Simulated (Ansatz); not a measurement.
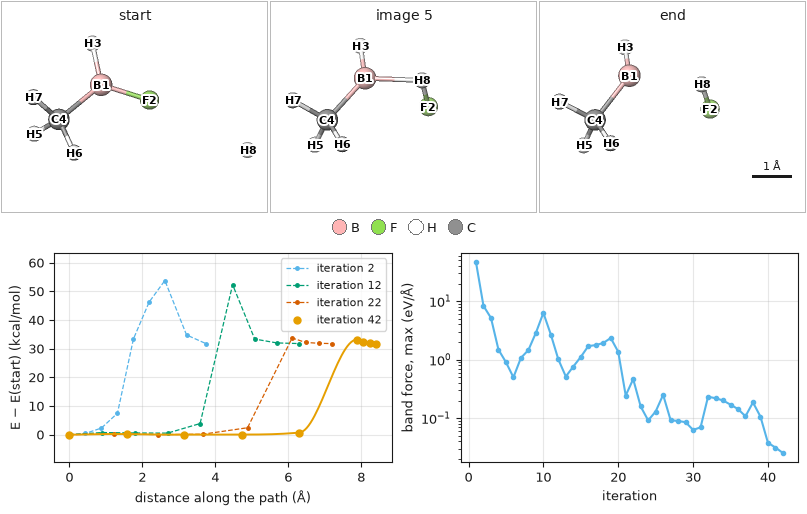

A nudged-elastic-band calculation for CH5BF (multiplicity 2), made up of CH4BF and H. Images are numbered from 0 (start) to 8 (end). The plot follows the band through its iterations. Style: ball-and-stick. Shown at a tilt.

The calculation used UKS B3LYP/def2-SVP in Ansatz. Settings: 7 movable images; climbing image; force threshold 0.03 eV/Å; iteration limit 60; starting path through a guess of the saddle point.

Judge this run.

Answer. The result is final at these settings. The band converged in 42 iterations. The largest component of the band force went from 46 to 0.025 eV/Å. The climbing image converged on the top of the path. Its vibrational analysis gives one imaginary mode (568i cm⁻¹), as a transition state must have. The first iteration put the highest image at 185.4 kcal/mol. Forward barrier 33.2 kcal/mol, backward barrier 1.4 kcal/mol, with image 5 at the top; the reaction energy is +31.8 kcal/mol.

Limits of the set-up: the start holds two separate molecules, 3.1 Å apart at their closest, whose relative position is a soft coordinate and is computed without a dispersion correction.

The run took 7 min on 2 threads of Arm Neoverse V1, on a shared host, peak memory 0.15 GiB.
